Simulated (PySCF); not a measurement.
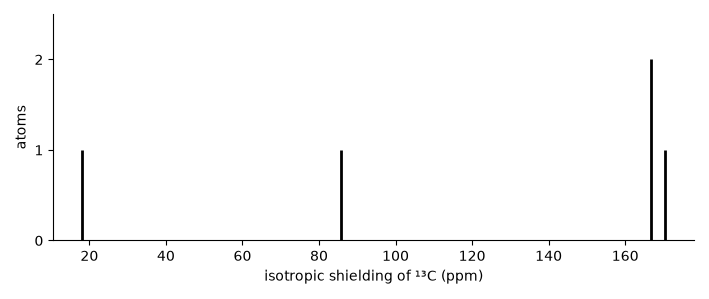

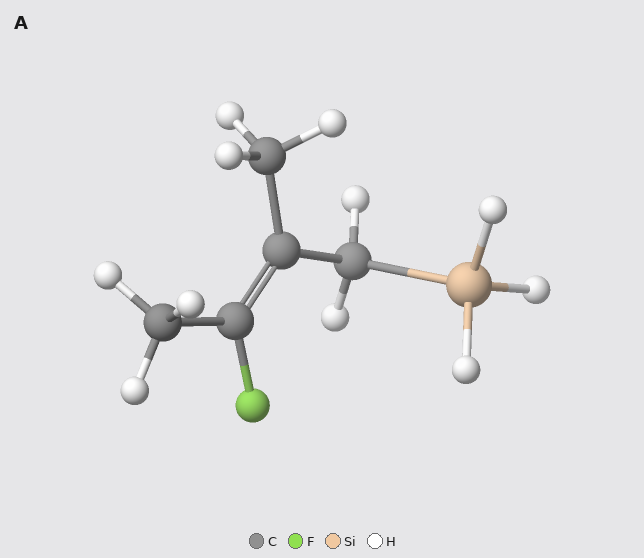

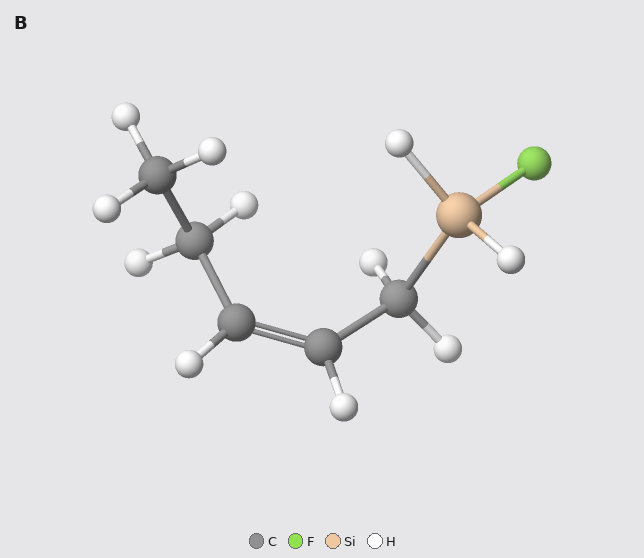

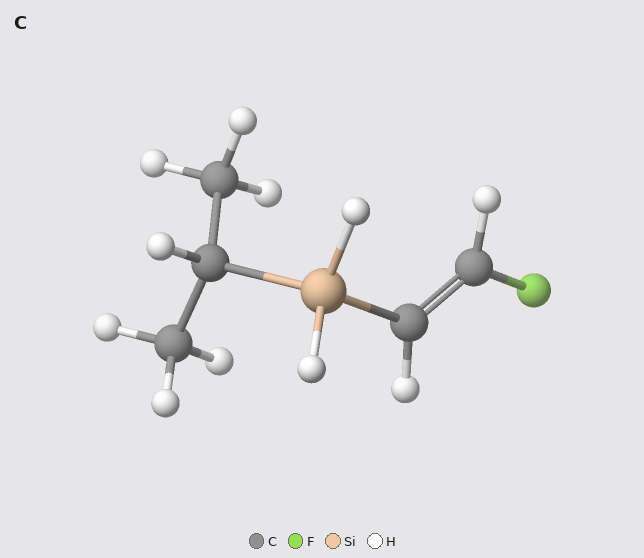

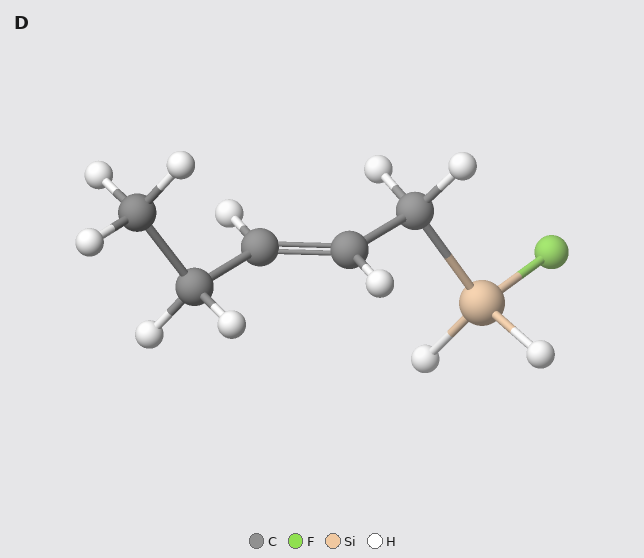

The sticks are computed shieldings of one of the molecules, for one fixed geometry (GFN2-xTB) without averaging over rotations. Low shielding means a high chemical shift. Method: GIAO PBE0/pcSseg-1 NMR shielding, non-relativistic, gas phase (PySCF 2.14.0).

Match the spectrum to a structure.

Answer. C, `CC(C)[SiH2]/C=C/F`. Its 5 C atoms give lines at 18.2, 85.8, 166.7 (2 atoms), 170.4 ppm.

The geometry is semi-empirical. Around Si such bond lengths and angles can be off by a tenth of an ångström or more and by several degrees, and values that hang on the shape move with them.
